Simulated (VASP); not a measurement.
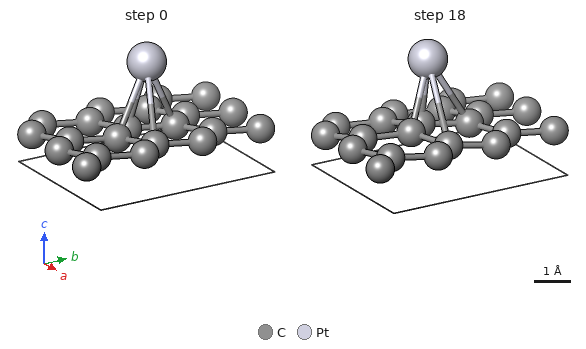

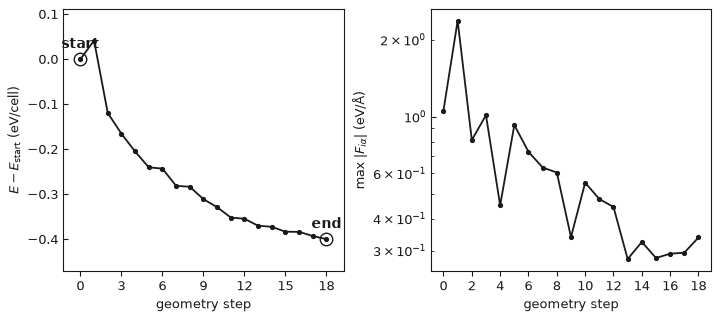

First and last geometry of a relaxation of a slab of composition PtC18, with the history of the run. Style: ball-and-stick. Shown: the cell of the calculation, outlined in the plane, without the vacuum (origin shifted), slightly off an axis.

The run lets the atoms move in a fixed cell.

All numbers below come from Kohn-Sham DFT of a periodic cell, PBEsol, VASP PAW PBE potentials, recommended in VASP 6.6.1.

Input
```
  ALGO = Fast
  EDIFF = 1E-6
  EDIFFG = -0.03
  ENCUT = 520
  GGA = PS
  IBRION = 2
  ISIF = 2
  ISMEAR = 0
  LASPH = T
  LCHARG = F
  LREAL = Auto
  LWAVE = F
  NELM = 100
  NSW = 80
  PREC = Accurate
  SIGMA = 0.05
```

Command:
```bash
cat potpaw_PBE.64/C/POTCAR potpaw_PBE.64/Pt/POTCAR > POTCAR
mpirun -np 1 vasp_std > vasp.out
```

Question: What do the curves and the structures tell?

Answer: The run was cut off at its time limit before the relaxation converged, so the last structure is only a point on the way. Over 18 geometry steps the energy falls by 0.400 eV per cell of the calculation. Largest force component: 1.1 eV/Å at the start, 0.34 eV/Å at the end. The atom that moves furthest relative to the layer's centre is the Pt atom (0.36 Å at 81° to the normal (+c side)). By element the largest moves are Pt 0.36 Å, C 0.16 Å. The lattice vectors keep their values. Some distances before and after: C–Pt 2.714 → 2.921 Å, C–Pt 2.174 → 2.010 Å, C–Pt 2.350 → 2.214 Å, C–Pt 2.403 → 2.498 Å. Bond angles that change, for instance: C–C–Pt 88.4° → 104.3°, C–C–Pt 88.4° → 100.0°, C–C–Pt 80.9° → 91.2°. At step 1 the optimiser overshot: the energy rose above the start, and later steps came back.

| step | E − E(0), meV/atom | largest force component, eV/Å |
| --- | --- | --- |
| 0 | 0.00 | 1.0566 |
| 1 | 2.18 | 2.3725 |
| 2 | -6.29 | 0.8106 |
| 3 | -8.71 | 1.0139 |
| 4 | -10.79 | 0.4504 |
| 5 | -12.65 | 0.9277 |
| 6 | -12.80 | 0.7292 |
| 7 | -14.81 | 0.6331 |
| 8 | -14.92 | 0.6052 |
| 9 | -16.37 | 0.3384 |
| 10 | -17.30 | 0.5524 |
| 11 | -18.52 | 0.4766 |
| 12 | -18.66 | 0.4440 |
| 13 | -19.47 | 0.2778 |
| 14 | -19.60 | 0.3241 |
| 15 | -20.17 | 0.2805 |
| 16 | -20.19 | 0.2916 |
| 17 | -20.67 | 0.2942 |
| 18 | -21.05 | 0.3375 |
